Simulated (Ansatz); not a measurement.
A series of calculations on CH₈NPSi

### Relaxation

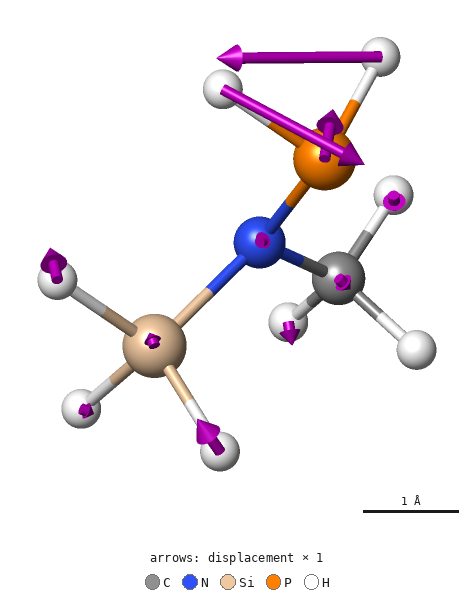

This is a relaxation of CH₈NPSi. The starting structure is drawn; purple arrows show the displacements, at their true length. The two geometries are superimposed by the best rigid fit.

The picture is a ball-and-stick view, seen from a free direction.

The run prepares an end point of a later path (torsion) calculation, from a guessed geometry.

Method: RKS revPBE-D4/6-31G* (Ansatz). Set-up: no spin polarisation; force threshold 0.015 eV/Å; at most 40 steps.

Atoms of which element are displaced furthest, and by how much?

Hydrogen: up to 1.90 Å, against 0.71 Å for phosphorus.

What did the optimiser do to the structure, and how much energy did it gain?

The energy falls by 75.5 kJ/mol in 20 accepted moves (22 points after the start). The largest force component goes from 3.9 to 0.011 eV/Å. The line search rejected the trial steps at points 3, 9 of the run. The atom that moves furthest after the best rigid fit is an H atom (1.90 Å). Largest moves by element: H 1.90 Å, P 0.71 Å, C 0.21 Å, Si 0.17 Å, N 0.17 Å. Among the contacts that change: P–Si 2.718 → 3.050 Å, N–P 1.651 → 1.747 Å, N–Si 1.689 → 1.757 Å, C–N 1.407 → 1.475 Å. Among the angles between lasting bonds that change: Si–N–P 109.0° → 121.0°, N–C–H 114.9° → 109.4°, H–Si–H 105.7° → 110.7°. Groups turn about N–P by about 110°.

### Relaxation

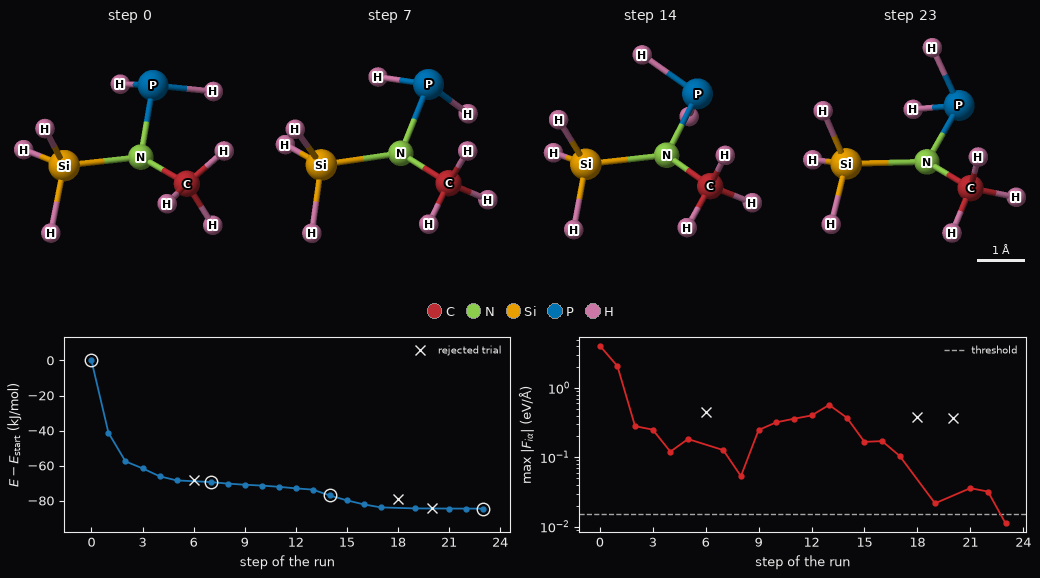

Frames of a relaxation of CH$_{8}$NPSi, marked on the history of the run. Style: ball-and-stick. Shown from a free direction.

The run prepares an end point of a later path (torsion) calculation, from a guessed geometry.

Level of theory: Ansatz, RKS revPBE-D4/6-31G*.

Input file:
```yaml
crystal:
  periodic: [false, false, false]
  atoms:
    - { symbol: C, position_ang: [-0.3893, 1.1516, -0.753] }
    - { symbol: "N", position_ang: [0.0093, -0.0967, -0.2404] }
    - { symbol: Si, position_ang: [-0.55779, -1.53443, -0.9207] }
    - { symbol: P, position_ang: [1.60181, -0.28189, 0.15465] }
    - { symbol: H, position_ang: [-0.973, 1.0708, -1.7321] }
    - { symbol: H, position_ang: [-1.0946, 1.7421, -0.064] }
    - { symbol: H, position_ang: [0.4434, 1.8519, -0.979] }
    - { symbol: H, position_ang: [-0.32643, -2.70657, -0.01719] }
    - { symbol: H, position_ang: [0.02872, -1.78225, -2.3005] }
    - { symbol: H, position_ang: [-2.04772, -1.44532, -1.09811] }
    - { symbol: H, position_ang: [1.80482, 0.82938, 1.02182] }
    - { symbol: H, position_ang: [1.56376, -1.24127, 1.15927] }
basis:
  gaussian: { orbitals: "6-31G*" }
hamiltonian:
  xc: revpbe
  dispersion: d4
relax:
  f_tol: 0.015
  max_steps: 40
```

Launched with:
```bash
ansatz run input.yaml --threads 1 --pin off --max-ram 2048MiB --backend cpu --events-out ev --progress --plain --runs-dir out
```

### What happens along the run?

The largest move after the best rigid fit is that of H11, 2.01 Å. Largest moves by element: H 2.01 Å, P 0.87 Å, C 0.21 Å, N 0.17 Å, Si 0.07 Å. Among the contacts that change: Si3–P4 2.718 → 3.046 Å, N2–P4 1.651 → 1.747 Å, C1–N2 1.407 → 1.476 Å, N2–Si3 1.689 → 1.757 Å. Among the angles between lasting bonds that change: Si3–N2–P4 109.0° → 120.8°, H8–Si3–H10 105.7° → 110.7°, H5–C1–H6 103.7° → 108.1°. Groups turn about N2–P4 by about 110°, C1–N2 by about 60°. After 20 accepted moves (23 points after the start) the energy has fallen by 84.5 kJ/mol. Largest force component: 4.1 eV/Å at the start, 0.011 eV/Å at the end. The line search rejected the trial steps at points 6, 18, 20 of the run. Cost: 3.1 min on 1 thread of Intel(R) Xeon(R) Processor @ 2.50GHz (Skylake/Cascade Lake), with other jobs on the host, peak memory 0.16 GiB. From step 0 to 7: H11 moves most (0.73 Å), energy −69.4 kJ/mol. From step 7 to 14: H11 moves most (0.96 Å), energy −7.67 kJ/mol. From step 14 to 23: H atoms move most (0.73 Å), energy −7.49 kJ/mol.

```csv
step,"E − E(0), kJ/mol","largest force component, eV/Å",note
0,0.00,4.0825,
1,-41.30,2.0681,
2,-57.58,0.2812,
3,-61.54,0.2506,
4,-66.06,0.1206,
5,-68.42,0.1833,
6,-68.04,0.4500,rejected
7,-69.36,0.1269,
8,-70.25,0.0534,
9,-70.89,0.2473,
10,-71.38,0.3195,
11,-72.07,0.3597,
12,-72.97,0.4012,
13,-73.68,0.5689,
14,-77.03,0.3731,
15,-79.79,0.1670,
16,-82.11,0.1712,
17,-83.83,0.1044,
18,-78.97,0.3850,rejected
19,-84.40,0.0217,
20,-84.00,0.3654,rejected
21,-84.49,0.0358,
22,-84.52,0.0320,
23,-84.52,0.0111,
```

### Path

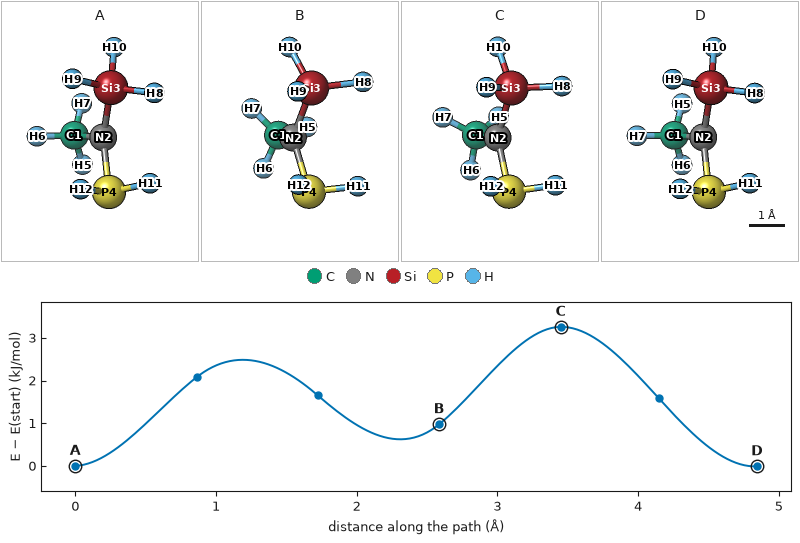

A nudged-elastic-band calculation for CH$_{8}$NPSi. Images are numbered from 0 (start) to 6 (end). Frames A to D are images 0, 3, 4, 6. The picture is a ball-and-stick view, seen from a free direction.

All numbers below come from Ansatz 0.2.0, RKS revPBE-D4/6-31G*. Run with 5 movable images; climbing image; force threshold 0.03 eV/Å; iteration limit 46; starting path by image-dependent pair potential.

### What happens along the path, and what is the barrier?

The barrier is about 3.26 kJ/mol in both directions, with image 4 at the top; the ends have the same energy. The profile has 2 maxima (images 1, 4) with a dip at image 3 (+0.98 kJ/mol), so the process runs in steps. The path has more than one stage, and so few images may leave a stage unresolved. No bond forms or breaks between the ends. Bond angles that change up to the highest image, for instance: N2–C1–H6 113.2° → 109.5°, N2–P4–H11 97.6° → 100.5°. The band converged in 15 iterations. The largest component of the band force went from 0.64 to 0.028 eV/Å. The climbing image converged on the top of the path. Its vibrational analysis gives one imaginary mode (128i cm⁻¹), as a transition state must have.
